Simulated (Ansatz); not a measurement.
**Pressure series in Zr2InN**

Take Zr$_{2}$InN (space group P6_3/mmc, No. 194; a = 3.262 Å, c = 14.799 Å; a cell from a computed database, its experimental status unchecked) as the base.

Cell and atoms are relaxed at each pressure.

The values are results of Kohn–Sham DFT with the PBEsol functional, run in Ansatz (a first-principles code) with PAW and 420 eV plane waves, scalar-relativistic without spin-orbit coupling, not measurements.

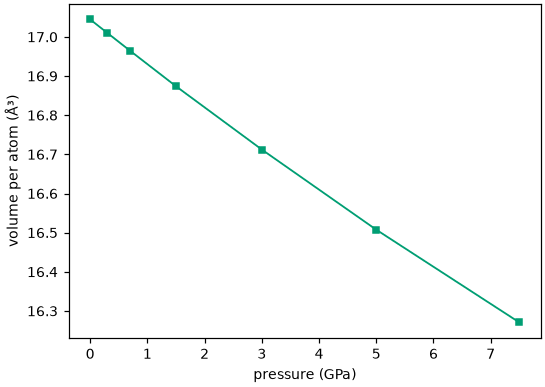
Fig. 1. Volume per atom against pressure

```tsv
pressure (GPa)	volume per atom
0.3	17.01 Å³
0.7	16.96 Å³
1.5	16.87 Å³
3	16.71 Å³
5	16.51 Å³
7.5	16.27 Å³
```

Load acts through the strain it causes; cell and atoms are relaxed under it. Whether these cells are dynamically stable was not tested. Competing high-pressure phases were not computed. The final runs are not spin-polarised.
